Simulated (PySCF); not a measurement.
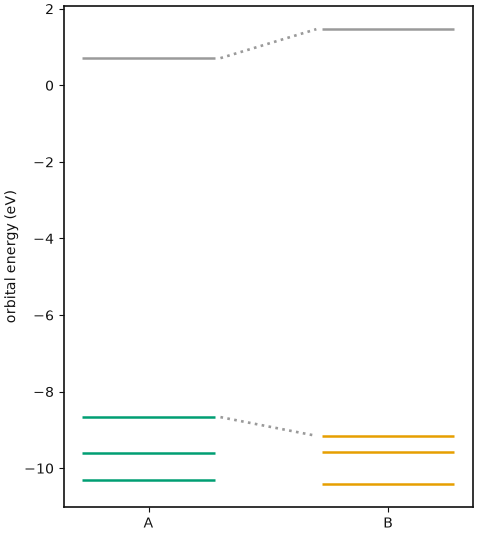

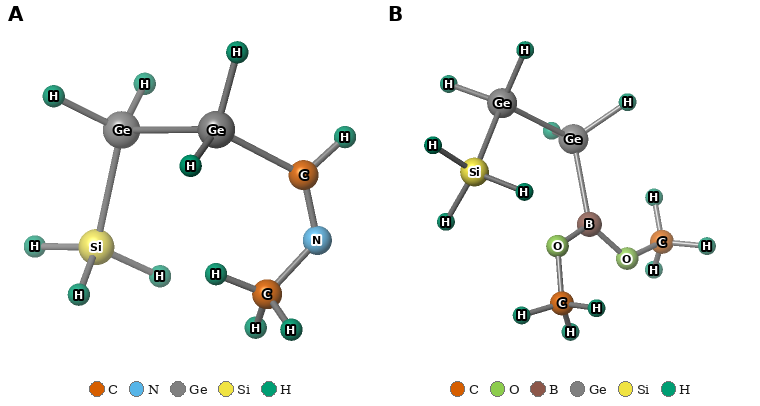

Related molecules: A is C₂H₁₁Ge₂NSi, SMILES C/N=[CH]\[GeH2][GeH2][SiH3], singlet; B is C₂H₁₃BGe₂O₂Si, SMILES CO[B](OC)[GeH2][GeH2][SiH3], singlet. Frontier orbital energies, ωB97X-D/def2-SVPD in PySCF 2.14.0, at a PBE0-D3(BJ)/def2-SVP geometry (no frequency check); drawn are at most three filled levels and, in grey, the LUMO with any level within 0.03 eV of it; dotted lines join the HOMOs and the LUMOs.

> What does the change do to the frontier levels?

From A to B the HOMO falls by 0.49 eV and the LUMO rises by 0.76 eV, so the separation goes from 9.38 to 10.62 eV.

> Does the ΔSCF ionisation energy follow the HOMO?

A: −ε(HOMO) 8.67, ΔSCF 8.74 eV; B: −ε(HOMO) 9.15, ΔSCF 9.18 eV.

Caveats, for all or some of the runs: empty levels above zero depend strongly on the basis; one conformer of a flexible molecule.
